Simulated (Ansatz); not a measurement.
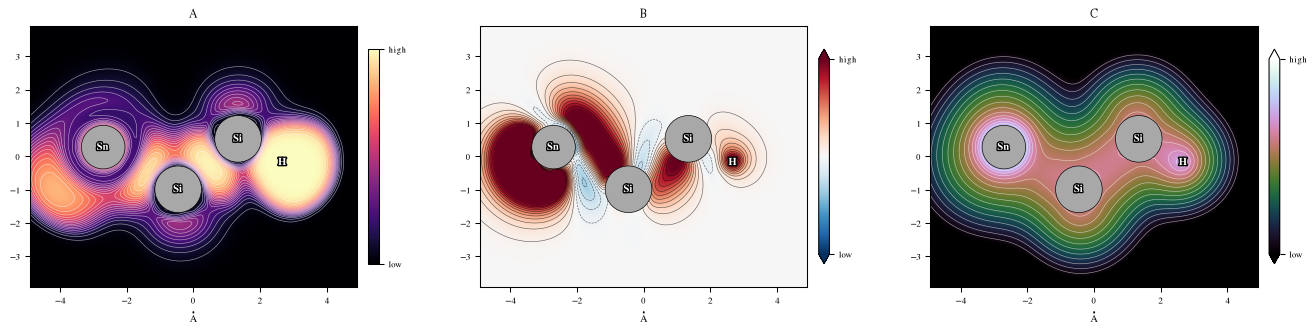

H$_{7}$Si$_{2}$Sn (SMILES [SiH3][SiH2][SnH2]) (doublet): 3 fields on the plane of atoms Si2, Si1 and H5, with unlabelled colour scales. Grey discs cover the atomic cores.

Geometry: r2SCAN-D4/def2-SVP; core potentials replace the inner electrons of Sn.

All numbers below come from isolated molecule in a Gaussian basis; Kohn-Sham density functional theory, functional PBE0 (Ansatz).

Question: The panels show electron density, electron localisation function and spin density in some order. Assign them.

Answer: Panel A: electron localisation function. Panel B: spin density (confined to the atoms that carry the unpaired spin). Panel C: electron density. From the grid: Si–Si (2.35 Å): ρ at the midpoint is about 0.61 e/Å³; the ELF peaks at about 1 between the atoms, as expected for a covalent bond. Si–Sn (2.58 Å): ρ at the midpoint is about 0.48 e/Å³; the ELF peaks at about 0.95 between the atoms, as expected for a shared electron pair.
